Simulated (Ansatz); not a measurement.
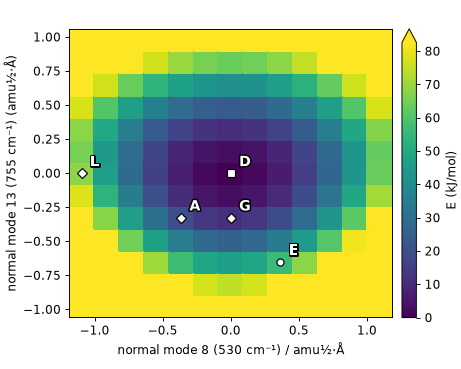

CH6BFSi2, SMILES FB[SiH]1C[SiH2]1. 
- First axis: normal mode 8 (530 cm⁻¹). Second axis: normal mode 13 (755 cm⁻¹).
- Nothing is relaxed (straight displacements along the two mass-weighted modes).
- The scan uses a 13 × 13 grid.
- Energies: kJ/mol, counted from the lowest grid point.
- These are results of RKS CAM-B3LYP-D4/def2-SVP (Ansatz 0.2.0), not measurements.

In the figure: one coloured cell a grid point, one colour for all values above the top of the scale, lettered points.

### Is E the lowest point of the computed grid?

No. E lies 56 kJ/mol above the lowest grid point, which is at normal mode 8 (530 cm⁻¹) = 0.000 amu½·Å, normal mode 13 (755 cm⁻¹) = 0.000 amu½·Å.

### What kind of point is each of A, D, E, G: minimum, saddle, maximum or slope?

A: on a slope; D: minimum; E: on a slope; G: on a slope. (In these two coordinates alone; a stationary point may lie a little off the grid point.)
